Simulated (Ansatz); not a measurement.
Consider CAlF₂NO.

Input

```
crystal:
  periodic: [false, false, false]
  atoms:
    - {symbol: O, position_ang: [1.725573, -2.114914, 1.036952]}
    - {symbol: C, position_ang: [1.041885, -1.274924, 0.616367]}
    - {symbol: N, position_ang: [0.338238, -0.410173, 0.182501]}
    - {symbol: Al, position_ang: [-0.693680, 0.846495, -0.432172]}
    - {symbol: F, position_ang: [-1.193163, 0.821691, -1.984361]}
    - {symbol: F, position_ang: [-1.176753, 2.067826, 0.534514]}
basis:
  gaussian: {orbitals: def2-TZVPP}
hamiltonian: {xc: pbe0, dispersion: d4}
output: {orbitals: {seedname: orbitals}}
```

Command:

```sh
ansatz run in.yaml --threads 2 --pin off --events-out ev --progress --plain --max-ram 32768MiB --backend cpu
```

Geometry: PBE0-D4/def2-TZVP.

These are results of RKS PBE0-D4/def2-TZVPP in Ansatz, not measurements.

### Predict the electron density and electron localisation function between the atoms.

C–O (1.16 Å): the density is about 3.7 e/Å³ at the midpoint; the ELF peaks at about 0.85 between the atoms; a short, multiple covalent bond.
C–N (1.20 Å): ρ at the midpoint is about 3.2 e/Å³; the ELF peaks at about 0.85 between the atoms: a multiple bond.
Al–F (1.63 Å): ρ at the midpoint is about 0.94 e/Å³; the ELF peaks at about 0.85 in the valence shell of F, 0.6 Å from its nucleus, and is about 0.30 at the midpoint.
Al–N (1.74 Å): ρ at the midpoint is about 0.86 e/Å³; the ELF peaks at about 0.90 in the valence shell of N, 0.7 Å from its nucleus, and is about 0.55 at the midpoint.

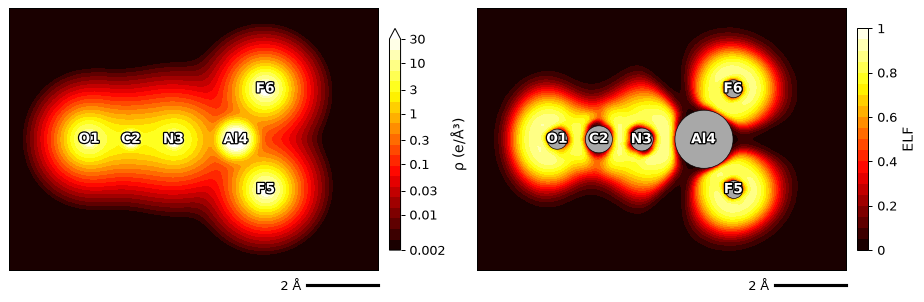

Computed electron density and electron localisation function on the molecular plane, in this order. Grey discs cover the atomic cores in the ELF map. 
